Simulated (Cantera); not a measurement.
Input: 1 mol Fe2O3, a varied amount of HCl, 3 mol O2, at 1673 K and 5.20 Pa.

Equilibrium computed with Cantera from the NASA thermochemical tables; the gas is ideal and each condensed phase is pure. Candidate condensed phases: Fe, FeCl2, FeCl3, FeO, Fe(OH)2, Fe(OH)3, Fe2O3, Fe3O4, H2O; 22 gas species. Equilibrium is a limit: real reactors are often held back by kinetics, nucleation or transport.

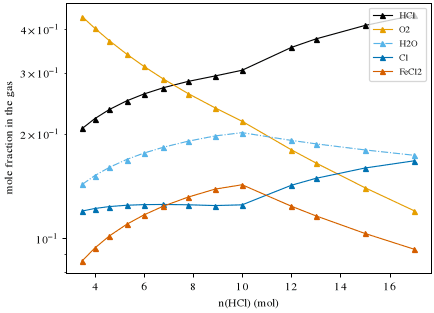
Equilibrium gas composition (values under 1e-9 drawn at 1e-9)

Read off the mole fractions at 5.3 mol HCl.

O2 about 0.34, HCl about 0.25, H2O about 0.17, Cl about 0.12, FeCl2 about 0.11.
